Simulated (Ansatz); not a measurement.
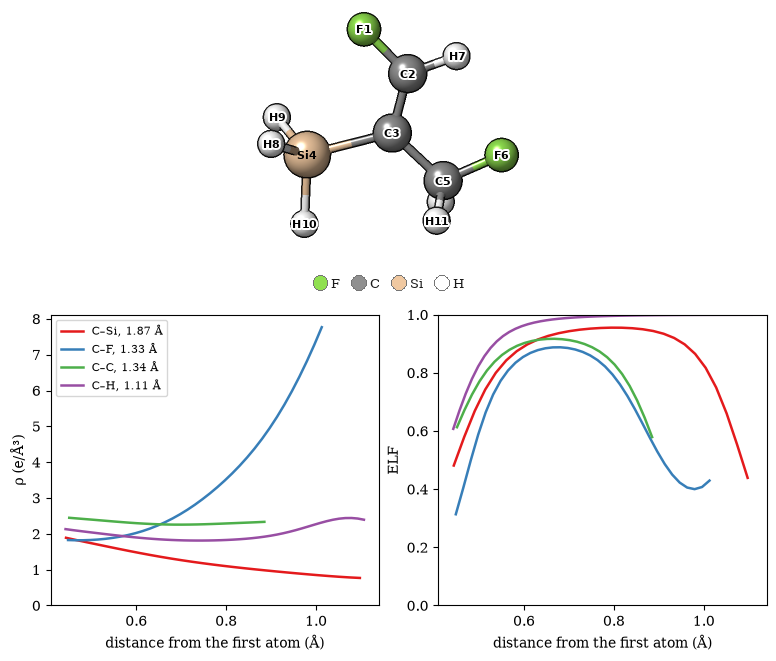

Figure. C3H6F2Si. Total electron density and electron localisation function along straight lines between neighbouring atoms. The curves leave out the atomic cores. The structure is drawn too.

Computed with RKS LDA/def2-SVP (Ansatz 0.2.0).

```xyz
12

F    -1.6894    1.0076    1.4567
C    -0.3892    0.8653    1.2275
C     0.0639    0.1389    0.2023
Si   -1.1551   -0.6980   -0.9389
C     1.5295    0.0135   -0.0071
F     2.2383    0.7014    0.9349
H     0.2489    1.3986    1.9573
H    -2.0061   -1.6902   -0.1940
H    -2.0489    0.3075   -1.6124
H    -0.3627   -1.4294   -1.9925
H     1.8362   -1.0632    0.0226
H     1.8116    0.3928   -1.0223
```

Compare the contacts.

C–Si (1.87 Å): ρ is about 0.92 e/Å³ halfway; the ELF peaks at about 0.95 between the atoms; a covalent bond.
C–F (1.33 Å): the density is about 2.3 e/Å³ at the midpoint, with its minimum of 1.8 e/Å³ about 0.5 Å from C; the ELF peaks at about 0.90 between the atoms, as expected for a polar covalent bond.
C–C (1.34 Å): ρ at the midpoint is about 2.3 e/Å³; the ELF peaks at about 0.90 between the atoms: a short, multiple covalent bond.
C–H (1.11 Å): the density is about 2 e/Å³ at the midpoint; the ELF climbs to about 1 towards the hydrogen, as it does in any bond to H; a covalent bond by its length.
